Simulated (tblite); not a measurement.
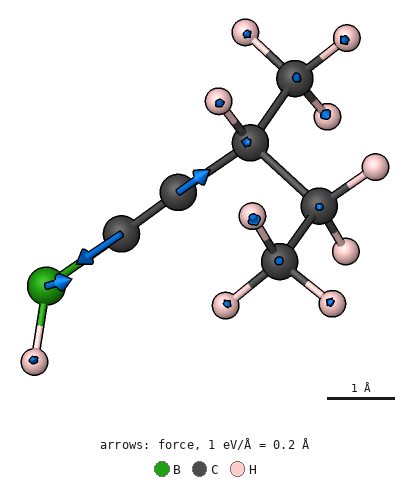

Starting geometry of C6H10B (multiplicity 2) with the computed forces as blue arrows. Style: ball-and-stick. Shown from a free direction.

These are results of GFN2-xTB geometry optimisation, gas phase in tblite 0.8.0, not measurements. 

Question: What follows when this structure is relaxed?

Answer: It isn't relaxed: the largest force vector, on a C atom, is 4.73 eV/Å. The final displacements have little in common with the starting forces (cosine between the two patterns 0.21). An H atom moves most after the best rigid fit: 0.76 Å. Largest moves by element: H 0.76 Å, B 0.34 Å, C 0.20 Å. Near-neighbour distances that change, for instance: B–C 1.545 → 1.402 Å, C–C 1.194 → 1.242 Å, B–H 1.183 → 1.144 Å, C–C 1.482 → 1.443 Å. Among the angles between lasting bonds that change: C–B–H 119.3° → 179.4°. The energy falls by 10.7 kcal/mol in 85 geometry steps.
